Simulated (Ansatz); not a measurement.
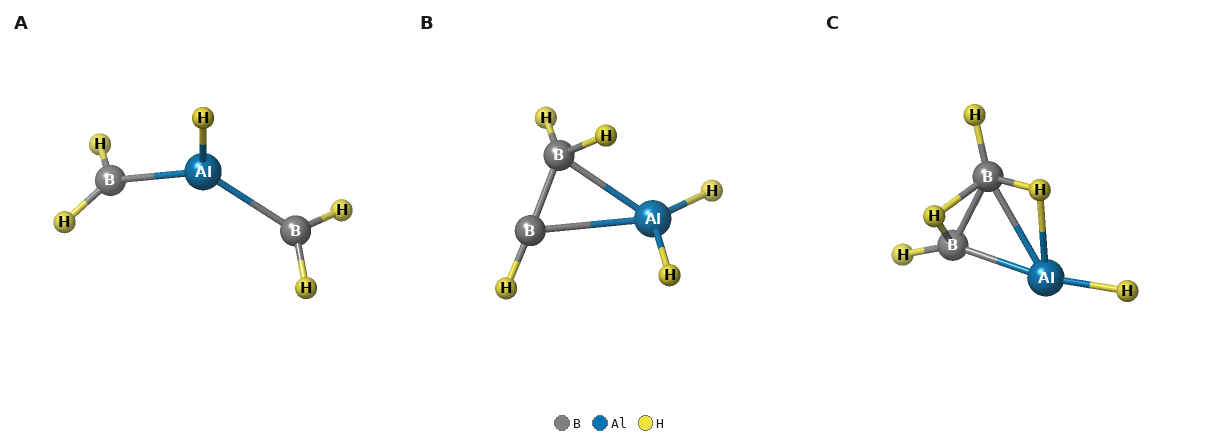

3 stationary structures of one formula. Geometries: PBE0-D4/def2-TZVP. Electronic energies: PBE0-D4/def2-TZVPP (Ansatz 0.2.0), without zero-point energy. No frequency run is at hand to confirm each as a minimum. Each is one conformer, not always the lowest.

Question: Rank them by energy, lowest first.

Answer: C is lowest (C1); B lies 13.3 kcal/mol above it (C1), A lies 32.2 kcal/mol above it (C2v).
